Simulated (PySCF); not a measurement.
Ionisation energy of neutral cobalt ([Ar] 3d⁷ 4s² → [Ar] 3d⁸). PySCF, aug-cc-pVDZ-DK, spin-free X2C-1e, unrestricted single determinants, no spin-orbit coupling. Methods marked “valence” freeze 18 core electrons.

By method:

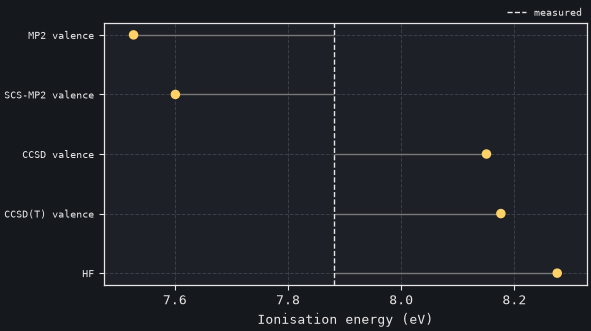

```
         Method  Ionisation energy (eV)
             HF                   8.276
    MP2 valence                   7.527
SCS-MP2 valence                   7.601
   CCSD valence                   8.151
CCSD(T) valence                   8.176
```

The values run from 7.527 eV (MP2 valence) to 8.276 eV (HF). The measured value is 7.881 eV; nearest to it come CCSD valence (+0.270) and SCS-MP2 valence (−0.280), furthest HF (+0.395 eV).

Caveat: spin-orbit shift not estimated.
